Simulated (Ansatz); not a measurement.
System: Ca2Zr.

The calculation's input:

```
crystal:
  lattice:
    - [0.0, 3.9303671539, 3.9303671539]
    - [3.9303671539, 0.0, 3.9303671539]
    - [3.9303671539, 3.9303671539, 0.0]
  atoms:
    - { symbol: Ca, position: [0.25, 0.25, 0.25] }
    - { symbol: Ca, position: [0.75, 0.75, 0.75] }
    - { symbol: Zr, position: [0.0, 0.0, 0.0] }
basis:
  ecutwfc: 420
kpoints:
  mp_grid: { grid: [10, 10, 10] }
hamiltonian:
  xc: pbe
scf:
  occupations: { method: gaussian, width: 0.1 }
output:
  forces: true
  stress: true
  eigenvalues: true
  write_density: true
  write_potential: true
  elf: true
  volumetric_format: npy
relax:
  adjacent_minimum: "off"
  f_tol: 0.01
  max_steps: 80
  cell: { stress_tol: 0.05 }
```

Run with:

```sh
ansatz run input.yaml --threads 1 --pin off --max-ram 2560MiB --backend cpu --events-out ev --progress --plain --runs-dir out
```

Below, planes, directions and counts refer to the conventional cell (a = 7.87 Å, b = 7.87 Å, c = 7.87 Å, α = 90.00°, β = 90.00°, γ = 90.00°).

The fields are those of the relaxed geometry.

Space group Fm-3m; started from the fluorite_225 prototype, which need not be the ambient phase.

The calculation used DFT PBE, scalar-relativistic, plane waves, PAW in Ansatz 0.2.0.

**What will maps of the valence pseudo-density and electron localisation function show?**

Ca–Zr (3.41 Å): ρ at the midpoint is about 0.1 e/Å³; the ELF is about 0.25 at the midpoint; no shared electron pair shows on this line.

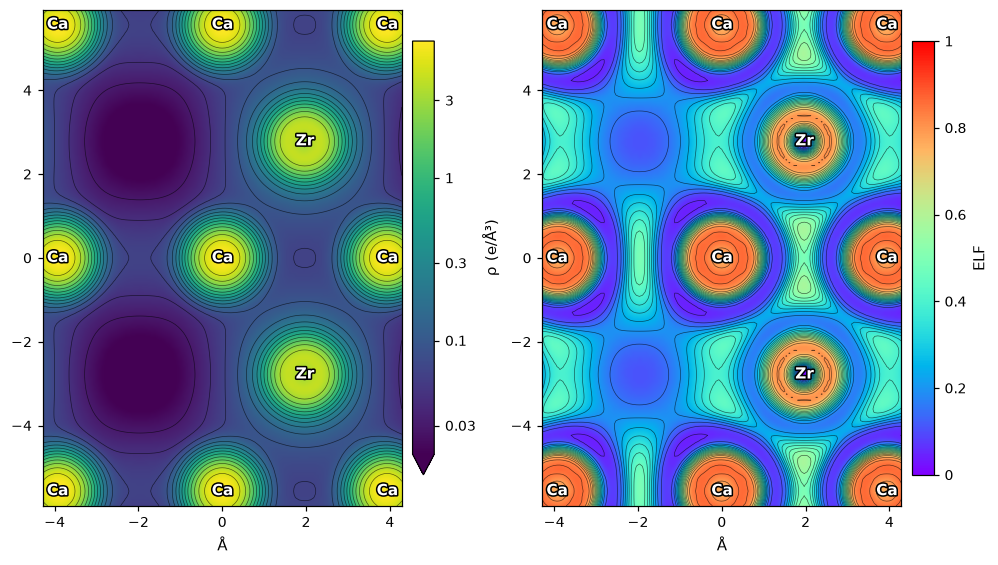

Computed valence pseudo-density and electron localisation function on the (110) plane of the conventional cell, in this order. 

In a PAW calculation such maps are meaningful between the atoms, not at the nuclei.
